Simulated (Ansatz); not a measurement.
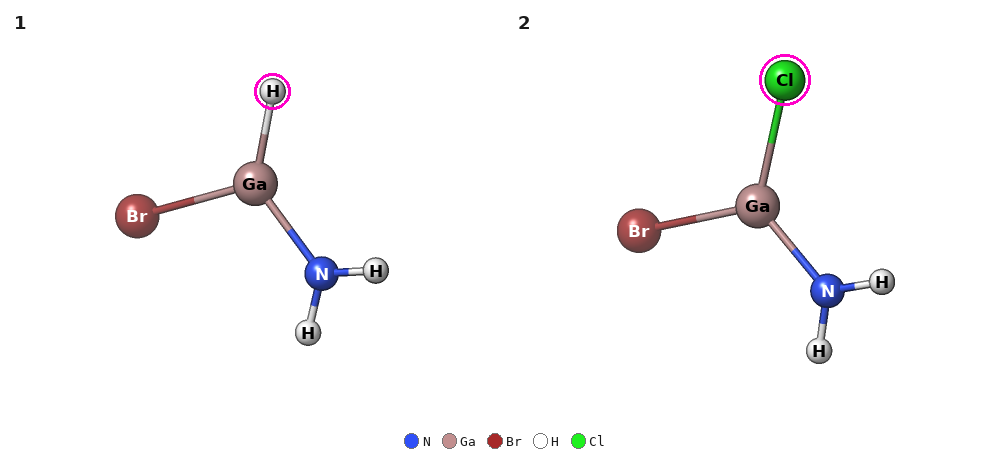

2 molecules with one skeleton, seen from the same side and at one scale; the atom that differs is circled. Each species is neutral and a spin singlet. Computed geometries: PBE0-D4/def2-TZVP optimisations, one conformation each. Properties computed with Ansatz 0.2.0.

One atom differs, called X below: H in panel 1, Cl in panel 2. Their formulas are BrGaH3N (`[NH2][GaH][Br]`), BrClGaH2N (`[NH2][Ga]([Cl])[Br]`).

### In which is the length of X–Ga larger (PBE0-D4/def2-TZVP)?

In panel 2 (X = Cl).

### In which is the HOMO energy (Kohn–Sham orbital) higher (PBE0-D4/def2-QZVPP)?

In panel 1 (X = H).

Give the values. With PBE0-D4/def2-TZVP: length of X–Ga (Å), angle N–Ga–X (°), dipole moment (D), harmonic zero-point energy (kJ/mol), harmonic X–Ga stretching wavenumber (cm⁻¹). With PBE0-D4/def2-QZVPP: HOMO energy (Kohn–Sham orbital) (eV), HOMO–LUMO gap (eV).

| quantity | 1 (H) | 2 (Cl) | 2 − 1 |
| --- | --- | --- | --- |
| length of X–Ga (Å) | 1.547 | 2.127 | +0.580 |
| angle N–Ga–X (°) | 125.6 | 119.9 | −5.7 |
| dipole moment (D) | 2.56 | 2.53 | −0.03 |
| harmonic zero-point energy (kJ/mol) | 87.1 | 71.8 | −15.3 |
| HOMO energy (Kohn–Sham orbital) (eV) | −7.73 | −8.07 | −0.34 |
| HOMO–LUMO gap (eV) | 6.86 | 6.81 | −0.05 |
| harmonic X–Ga stretching wavenumber (cm⁻¹) | 2052 | 434 | −1618 |
